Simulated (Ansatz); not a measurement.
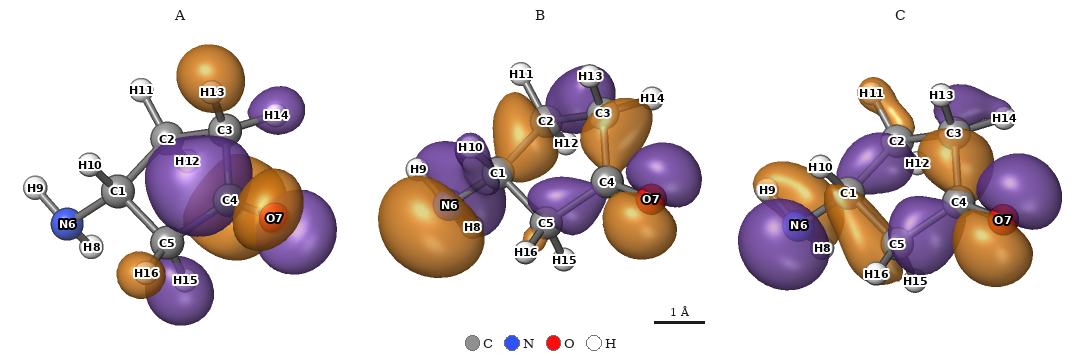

Figure 1: C5H9NO. Three frontier orbitals at ±0.1 Å⁻³ᐟ² (orange and purple are the two phases), in no order.

Geometry: PBE-D3(BJ)/def2-SVP.

Level of theory: isolated molecule in a Gaussian basis; Kohn-Sham density functional theory, functional PBE0 in Ansatz 0.2.0.

The calculation's input:

```
crystal:
  periodic: [false, false, false]
  atoms:
    - {symbol: C, position_ang: [-0.394505, -0.975301, 0.143686]}
    - {symbol: C, position_ang: [-0.344364, -0.206563, 1.494461]}
    - {symbol: C, position_ang: [-0.203894, 1.264610, 1.090217]}
    - {symbol: C, position_ang: [-0.931426, 1.371029, -0.260963]}
    - {symbol: C, position_ang: [-1.242984, -0.048872, -0.741251]}
    - {symbol: N, position_ang: [-0.874003, -2.347626, 0.155591]}
    - {symbol: O, position_ang: [-1.204477, 2.403729, -0.839174]}
    - {symbol: H, position_ang: [-1.807110, -2.380511, 0.590993]}
    - {symbol: H, position_ang: [-0.267868, -2.924823, 0.753289]}
    - {symbol: H, position_ang: [0.639428, -0.991485, -0.272613]}
    - {symbol: H, position_ang: [0.461886, -0.573676, 2.161218]}
    - {symbol: H, position_ang: [-1.310020, -0.370079, 2.023445]}
    - {symbol: H, position_ang: [0.858909, 1.537742, 0.902647]}
    - {symbol: H, position_ang: [-0.596066, 2.010034, 1.809737]}
    - {symbol: H, position_ang: [-2.325178, -0.229444, -0.539339]}
    - {symbol: H, position_ang: [-1.099706, -0.162054, -1.832641]}
basis:
  gaussian:
    orbitals: def2-SVPD
output: {forces: true, orbitals: {seedname: orbitals}}
hamiltonian:
  xc: {name: PBE0}
```

Run with:

```sh
ansatz run input.yaml --threads 2 --pin off --max-ram 5220MiB --events-out events.jsonl --progress --plain --runs-dir runs
```

**Order the three orbitals by energy and name them.**

B is the HOMO−1 (−7.42 eV). It lies mainly on N6 (about 40 %), O7 (about 20 %), C2 (about 10 %), C3 (about 5 %) and C1 (about 5 %). C is the HOMO (−7.08 eV). By Hirshfeld shares it lies mainly on O7 (about 35 %), N6 (about 20 %), C5 (about 10 %), C4 (about 10 %) and C3 (about 5 %). A is the LUMO (−0.74 eV). Its weight (Hirshfeld) is mainly on C4 (about 40 %), O7 (about 25 %), C3 (about 5 %) and C5 (about 5 %); π-antibonding (π*) across C4–O7.

**What is the HOMO–LUMO gap?**

6.34 eV between the orbital energies.
